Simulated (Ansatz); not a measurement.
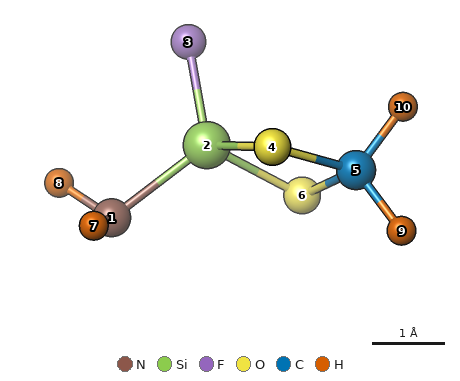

Starting structure of CH$_{4}$FNO$_{2}$Si. A ball-and-stick model, seen at a tilt.

The run prepares an end point of a later path (inversion) calculation, from a guessed geometry.

Computed with RKS r2SCAN/def2-SVP (Ansatz 0.2.0).

The input:
```yaml
crystal:
  periodic: [false, false, false]
  atoms:
    - { symbol: "N", position_ang: [-0.3085, -1.9556, -0.1058] }
    - { symbol: Si, position_ang: [0.5208, -0.5133, -0.0441] }
    - { symbol: F, position_ang: [2.0404, -0.6368, 0.2073] }
    - { symbol: O, position_ang: [0.1718, 0.5831, -1.179] }
    - { symbol: C, position_ang: [-0.1503, 1.5492, -0.1504] }
    - { symbol: O, position_ang: [-0.2134, 0.5799, 0.9306] }
    - { symbol: H, position_ang: [-0.55262, -2.05777, -1.12] }
    - { symbol: H, position_ang: [0.31963, -2.66485, 0.09715] }
    - { symbol: H, position_ang: [-1.1022, 2.0956, -0.2292] }
    - { symbol: H, position_ang: [0.6652, 2.2851, 0.0141] }
basis:
  gaussian: { orbitals: def2-SVP }
hamiltonian:
  xc: r2scan
relax:
  f_tol: 0.015
  max_steps: 40
```

Run as
```bash
ansatz run input.yaml --threads 2 --pin off --max-ram 3072MiB --backend cpu --events-out ev --progress --plain --runs-dir out
```

Where does the relaxation end?

Answer. Over 9 geometry steps the energy falls by 83.9 kJ/mol. The largest force component goes from 2.8 to 0.0086 eV/Å. The atom that moves furthest after the best rigid fit is H7 (0.72 Å). By element the largest moves are H 0.72 Å, O 0.33 Å, N 0.30 Å, F 0.24 Å, Si 0.09 Å, C 0.04 Å. Near-neighbour distances that change, for instance: Si2–F3 1.545 → 1.611 Å, Si2–O4 1.616 → 1.682 Å, N1–H8 0.969 → 1.013 Å, Si2–O6 1.638 → 1.682 Å. Among the angles between lasting bonds that change: Si2–N1–H7 103.7° → 124.0°, Si2–N1–H8 107.7° → 122.6°, N1–Si2–F3 115.3° → 104.7°.

History of the run:

| step | E − E(0), kJ/mol | largest force component, eV/Å |
| --- | --- | --- |
| 0 | 0.00 | 2.8049 |
| 1 | -50.61 | 1.4330 |
| 2 | -69.92 | 1.3742 |
| 3 | -76.45 | 0.8807 |
| 4 | -81.80 | 0.3591 |
| 5 | -82.76 | 0.3368 |
| 6 | -83.53 | 0.0713 |
| 7 | -83.84 | 0.0604 |
| 8 | -83.85 | 0.0657 |
| 9 | -83.88 | 0.0086 |

The structure at the end:

```xyz
10

N    -0.1053   -1.9638   -0.3287
Si    0.5878   -0.4596   -0.0472
F     2.1078   -0.7827    0.3791
O     0.4383    0.7761   -1.1781
C    -0.1417    1.5865   -0.1518
O    -0.1787    0.6645    0.9412
H    -1.0664   -2.0986   -0.6177
H     0.4105   -2.8298   -0.2255
H    -1.1597    1.9144   -0.4309
H     0.4980    2.4576    0.0802
```

After the run, drawn alike:

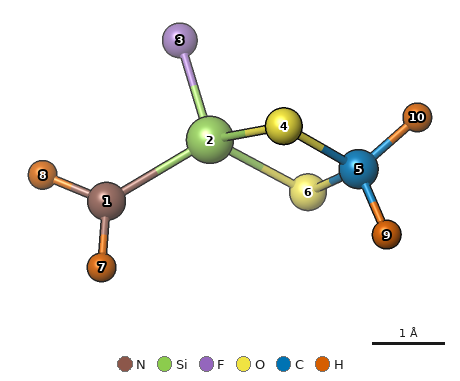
